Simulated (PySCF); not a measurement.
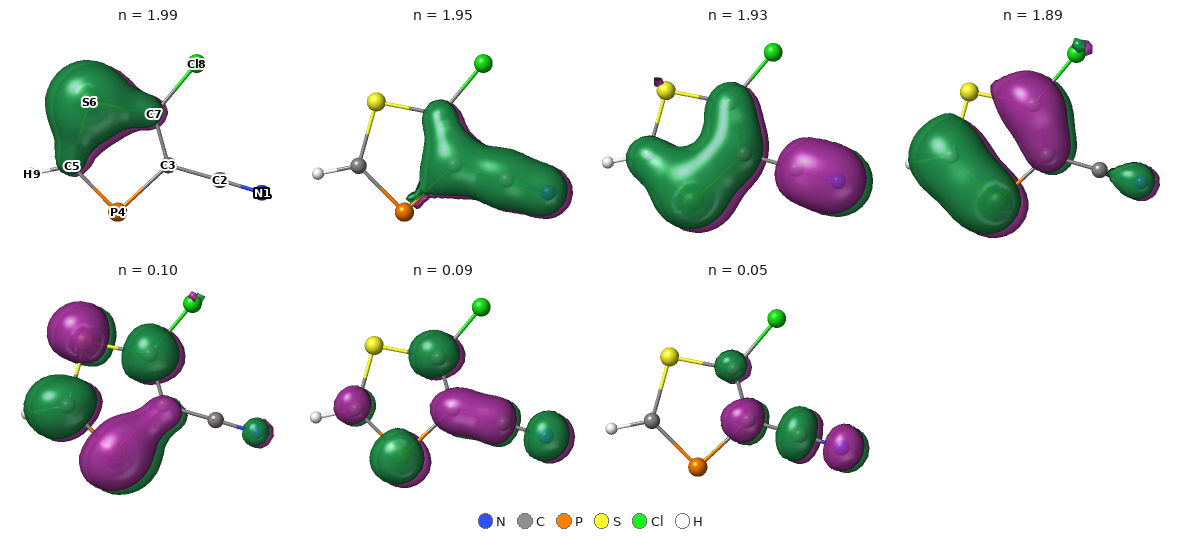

*C4HClNPS, SMILES `N#Cc1pcsc1Cl`. Natural orbitals of the π active space, CASSCF(8,7), singlet state, in order of falling occupation. The active space holds only one of the two perpendicular π systems.*

PySCF calculation, def2-SVP basis, gas phase; geometry: GFN2-xTB. No frequency check shows the geometry to be a minimum. GFN2-xTB bond lengths at metals and heavier atoms can be off by up to 0.1 Å and shapes distorted, which carries into these values.

Q: How multiconfigurational is the state?

A: The leading determinant weighs 0.89; the effective number of unpaired electrons, Σ n²(2−n)², is 0.14; the most occupied of the weakly occupied orbitals holds 0.10 e, as in an ordinary closed-shell π system. The active space lowers the energy by 2.11 eV against Hartree–Fock.

Q: Where does the lowest triplet lie relative to the singlet, at this geometry and within this active space?

A: 3.46 eV above it by strongly contracted NEVPT2 (+3.01 eV by CASSCF); a small basis tends to put such gaps a few tenths of an eV too high. This is a vertical energy for π states alone; a state that uses lone pairs or σ orbitals may lie lower.
